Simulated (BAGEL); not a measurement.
# A workflow on C2H5B (SMILES BC=C)

Aim: a single-point energy (HF/6-31G*), then the energy (NEVPT2(2,2)/6-31G*), then a single-point energy (CASPT2(2,2)/6-31G*) of C2H5B. 

The calculation is run with BAGEL 1.2.2.

2 further runs of the same task are left out: 2 set aside as unsound or not needed.

## Step 1: Starting point

The species is C2H5B (8 atoms), meant as a singlet with charge 0. As SMILES, `BC=C`. The C3–H8 distance was set to 2.066 Å, away from the relaxed value. At this shape a bond of the SMILES string is far longer than usual.

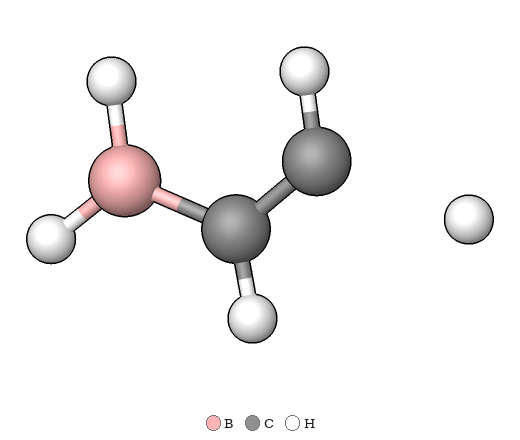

Viewed from a chosen angle; boron pink, carbon grey, hydrogen white.

## Step 2: The energy at HF/6-31G(d) (density fitting with svp-jkfit, spherical functions) (run 1)

Contents of calc.json:

```json
{ "bagel" : [

{
  "title" : "molecule",
  "basis" : "6-31gs.json",
  "df_basis" : "svp-jkfit",
  "geometry" : [
    { "atom" : "B", "xyz" : [    -2.28381906,     2.45450479,    -2.55288393 ] },
    { "atom" : "C", "xyz" : [    -0.50520883,     1.31537788,    -0.56602589 ] },
    { "atom" : "C", "xyz" : [    -0.24537149,    -1.19380046,    -0.36193547 ] },
    { "atom" : "H", "xyz" : [    -3.43126076,     1.05535157,    -3.91518750 ] },
    { "atom" : "H", "xyz" : [    -2.55518373,     4.68816107,    -2.77870621 ] },
    { "atom" : "H", "xyz" : [     0.58213958,     2.49834644,     0.71860993 ] },
    { "atom" : "H", "xyz" : [    -1.28887825,    -2.45651546,    -1.59951710 ] },
    { "atom" : "H", "xyz" : [     2.10572182,    -2.87956467,     2.25916758 ] }
  ]
},

{ "title" : "hf", "charge" : 0 },

{ "title" : "print", "file" : "orbitals.molden", "orbitals" : true }

]}
```

The basis set 6-31G* is read from a file made from the Basis Set Exchange's data (not shown).

Command:

```
$ BAGEL_NUM_THREADS=1 BAGEL calc.json > calc.out
```

Output:

```text
* using 1 threads per process

  ===============================================================
  ===============================================================

  *** Geometry ***

  { "atom" : "B", "xyz" : [     -2.283819,      2.454505,     -2.552884 ] },
  { "atom" : "C", "xyz" : [     -0.505209,      1.315378,     -0.566026 ] },
  { "atom" : "C", "xyz" : [     -0.245371,     -1.193800,     -0.361935 ] },
  { "atom" : "H", "xyz" : [     -3.431261,      1.055352,     -3.915188 ] },
  { "atom" : "H", "xyz" : [     -2.555184,      4.688161,     -2.778706 ] },
  { "atom" : "H", "xyz" : [      0.582140,      2.498346,      0.718610 ] },
  { "atom" : "H", "xyz" : [     -1.288878,     -2.456515,     -1.599517 ] },
  { "atom" : "H", "xyz" : [      2.105722,     -2.879565,      2.259168 ] },

  Number of auxiliary basis functions:      315

  Since a DF basis is specified, we compute 2- and 3-index integrals:
    o Being stored without compression. Storage requirement is 0.007 GB

  Number of basis functions:       52
  Number of electrons      :       22

    * METHOD: MOLECULE                             0.08

  *** RHF ***

  === Nuclear Repulsion ===
    55.9281929772

      * DIIS with orbital gradients will be used.

  === RHF iteration (6-31gs.json) ===
      0       -103.03258108          0.01811497           0.01
      1       -103.10244176          0.00761424           0.01
      2       -103.11489650          0.00239136           0.01
      3       -103.11676940          0.00048771           0.01
      4       -103.11690625          0.00020286           0.01
      5       -103.11692727          0.00010350           0.01
      6       -103.11693125          0.00003092           0.01
      7       -103.11693177          0.00000996           0.01
      8       -103.11693181          0.00000168           0.01
      9       -103.11693181          0.00000050           0.01
     10       -103.11693181          0.00000023           0.01
     11       -103.11693181          0.00000006           0.01
     12       -103.11693181          0.00000002           0.01
     13       -103.11693181          0.00000001           0.01
    * SCF iteration converged.

    * Permanent dipole moment:
           (    0.109397,    -0.012116,     0.124341) a.u.

    * METHOD: HF                                   0.22

    * METHOD: PRINT                                0.01

  ===============================================================
```

Run time: 0.44 s. Hardware: 1 thread of Arm Neoverse V1, shared host; peak memory 0.15 GiB.

## Step 3: The energy at NEVPT2(2,2)/6-31G(d) (density fitting with svp-jkfit, spherical functions) (run 2)

Contents of nevpt2.json:

```json
{ "bagel" : [

{
  "title" : "molecule",
  "basis" : "6-31gs.json",
  "df_basis" : "svp-jkfit",
  "geometry" : [
    { "atom" : "B", "xyz" : [    -2.28381906,     2.45450479,    -2.55288393 ] },
    { "atom" : "C", "xyz" : [    -0.50520883,     1.31537788,    -0.56602589 ] },
    { "atom" : "C", "xyz" : [    -0.24537149,    -1.19380046,    -0.36193547 ] },
    { "atom" : "H", "xyz" : [    -3.43126076,     1.05535157,    -3.91518750 ] },
    { "atom" : "H", "xyz" : [    -2.55518373,     4.68816107,    -2.77870621 ] },
    { "atom" : "H", "xyz" : [     0.58213958,     2.49834644,     0.71860993 ] },
    { "atom" : "H", "xyz" : [    -1.28887825,    -2.45651546,    -1.59951710 ] },
    { "atom" : "H", "xyz" : [     2.10572182,    -2.87956467,     2.25916758 ] }
  ]
},

{ "title" : "hf" },

{ "title" : "nevpt2", "nstate" : 1, "nact" : 2, "nclosed" : 10, "active" : [11, 12], "maxiter" : 200, "natocc" : "true", "ncore" : 3 },

{ "title" : "print", "file" : "orbitals.molden", "orbitals" : "true" }

]}
```

The basis set 6-31G* is read from a file made from the Basis Set Exchange's data (not shown).

Command:

```
$ BAGEL_NUM_THREADS=1 BAGEL nevpt2.json > nevpt2.out
```

Output:

```text
* using 1 threads per process

  ===============================================================
  ===============================================================

  *** Geometry ***

  { "atom" : "B", "xyz" : [     -2.283819,      2.454505,     -2.552884 ] },
  { "atom" : "C", "xyz" : [     -0.505209,      1.315378,     -0.566026 ] },
  { "atom" : "C", "xyz" : [     -0.245371,     -1.193800,     -0.361935 ] },
[... 4 lines of this table left out ...]
  { "atom" : "H", "xyz" : [      2.105722,     -2.879565,      2.259168 ] },

  Number of auxiliary basis functions:      315

  Since a DF basis is specified, we compute 2- and 3-index integrals:
    o Being stored without compression. Storage requirement is 0.007 GB

[... 18 lines left out ...]
    * SCF iteration converged.
[... 1 line left out ...]
    * Permanent dipole moment:
[... 28 lines left out ...]
    * Second-order optimization converged. *

     guess   0:   closed 1.                   open ..

  === FCI iteration ===

      0  0      -103.11255526     8.80e-02      0.00
      1  0      -103.17831134     3.82e-03      0.00
      2  0 *    -103.17844602     2.37e-16      0.00

     * ci vector, state   0, <S^2> = 0.0000
       2.     0.9364436371
       .2    -0.3508180648

  === DF-NEVPT2 calculation ===

    * 3-index integral transformation done
    * assembly done

      NEVPT2 correlation energy:   -0.3010751180      0.05

          (+0)     -0.2550811027
          (+0)'    -0.0110528450
          (+1)     -0.0105121227
          (+1)'    -0.0000000000
          (+2)     -0.0002823128
          (-1)     -0.0229867617
          (-1)'     0.0000000000
          (-2)     -0.0011599731

      NEVPT2 total energy:       -103.4795211335

    * METHOD: NEVPT2                               0.69

    * METHOD: PRINT                                0.01

  ===============================================================
```

Wall time 1.1 s (1 thread of Arm Neoverse V1, shared host); peak memory 0.15 GiB.

## Step 4: A single-point energy at CASPT2(2,2)/6-31G(d) (density fitting with svp-jkfit, spherical functions) (run 3)

Contents of input.json:

```json
{ "bagel" : [

{
  "title" : "molecule",
  "basis" : "6-31gs.json",
  "df_basis" : "svp-jkfit",
  "geometry" : [
    { "atom" : "B", "xyz" : [ -2.28381906,  2.45450479, -2.55288393 ] },
    { "atom" : "C", "xyz" : [ -0.50520883,  1.31537788, -0.56602589 ] },
    { "atom" : "C", "xyz" : [ -0.24537149, -1.19380046, -0.36193547 ] },
    { "atom" : "H", "xyz" : [ -3.43126076,  1.05535157, -3.91518750 ] },
    { "atom" : "H", "xyz" : [ -2.55518373,  4.68816107, -2.77870621 ] },
    { "atom" : "H", "xyz" : [  0.58213958,  2.49834644,  0.71860993 ] },
    { "atom" : "H", "xyz" : [ -1.28887825, -2.45651546, -1.59951710 ] },
    { "atom" : "H", "xyz" : [  2.10572182, -2.87956467,  2.25916758 ] }
  ]
},
{ "title" : "hf" },
{ "title" : "casscf", "nstate" : 1, "nact" : 2, "nclosed" : 10, "active" : [11, 12], "maxiter" : 200, "natocc" : true },
{ "title" : "print", "file" : "orbitals.molden", "orbitals" : true },
{ "title" : "smith", "method" : "caspt2", "ms" : true, "xms" : true, "sssr" : true, "shift" : 0.2, "shift_imag" : true, "ncore" : 3 }

]}
```

The basis set 6-31G* is read from a file made from the Basis Set Exchange's data (not shown).

Command:

```
$ BAGEL_NUM_THREADS=1 BAGEL input.json > input.out
```

Output:

```text
* using 1 threads per process

  ===============================================================
  ===============================================================

  *** Geometry ***

  { "atom" : "B", "xyz" : [     -2.283819,      2.454505,     -2.552884 ] },
  { "atom" : "C", "xyz" : [     -0.505209,      1.315378,     -0.566026 ] },
  { "atom" : "C", "xyz" : [     -0.245371,     -1.193800,     -0.361935 ] },
[... 4 lines of this table left out ...]
  { "atom" : "H", "xyz" : [      2.105722,     -2.879565,      2.259168 ] },

  Number of auxiliary basis functions:      315

  Since a DF basis is specified, we compute 2- and 3-index integrals:
    o Being stored without compression. Storage requirement is 0.007 GB

[... 18 lines left out ...]
    * SCF iteration converged.
[... 1 line left out ...]
    * Permanent dipole moment:
[... 27 lines left out ...]
    * Second-order optimization converged. *
[... 9 lines left out ...]
     * ci vector, state   0, <S^2> = 0.0000
[... 16 lines left out ...]
    * Zeroth order energy : state  0       -0.6169237225
[... 4 lines left out ...]
       #      aibj      arbs      arbi      airj      risj      airs      arst      rist         Etot      error   time
[... 2 lines left out ...]
       0  -0.25382  -0.00147  -0.02429  -0.01150  -0.00044  -0.01066  -0.00000  -0.00000   -0.3021783  0.0011611   0.02
       1  -0.25387  -0.00148  -0.02434  -0.01159  -0.00045  -0.01079  -0.00000  -0.00000   -0.3025044  0.0001397   0.02
       2  -0.25387  -0.00148  -0.02434  -0.01159  -0.00045  -0.01079  -0.00000  -0.00000   -0.3025098  0.0000208   0.02
       3  -0.25387  -0.00148  -0.02434  -0.01159  -0.00045  -0.01079  -0.00000  -0.00000   -0.3025099  0.0000032   0.02
       4  -0.25387  -0.00148  -0.02434  -0.01159  -0.00045  -0.01079   0.00000  -0.00000   -0.3025099  0.0000004   0.02

      ------------------------------------------------------------------------------------------------------------------

    * CASPT2 energy : state  0     -103.4832539460
        w/o shift correction       -103.4809559058
        reference weight              0.8940454837

    * METHOD: SMITH                                0.14

  ===============================================================
```

Run time: 1.2 s. Hardware: 1 thread of Arm Neoverse V1, shared host; peak memory 0.15 GiB.

## Step 5: What came out

| quantity | value |
| --- | --- |
| run 1, HF/6-31G*: total energy | -103.11693 Eh |
| run 1, HF/6-31G*: dipole moment | 0.42 D |
| run 1, HF/6-31G*: HOMO energy | -10.17 eV |
| run 1, HF/6-31G*: LUMO energy | 1.49 eV |
| run 1, HF/6-31G*: HOMO–LUMO gap | 11.66 eV |
| run 2, NEVPT2(2,2)/6-31G*: total energy | -103.47952 Eh |
| run 3, CASPT2(2,2)/6-31G*: total energy | -103.48325 Eh |
